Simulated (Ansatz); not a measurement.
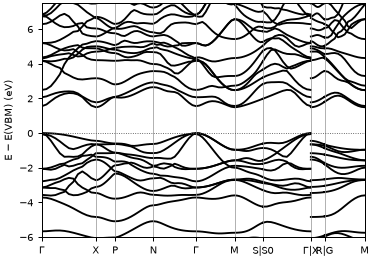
Fig. 1. Band structure from plane-wave PAW r²SCAN (Ansatz code)

Task: Read off the gap and where the band edges lie.

Result: About 1.5 eV (1.49 eV by a search for the band edges); maximum at Γ, minimum at M.

The material is ZnGa2Te4 in space group I-4 (No. 82; Zn on 2a, Ga on 2b, Ga on 2d, Te on 8g).

The workflow started from a Materials Project entry (that database holds measured and hypothetical structures alike); the Crystallography Open Database copy checked does not list it. Its standing as an ambient phase is unchecked. Symmetry was held in the r²SCAN relaxation; its stability against distortions is not shown here. Scalar-relativistic: spin–orbit coupling is off unless named, which matters more the heavier the elements.

Potentials: the earlier of the program's two PAW sets.
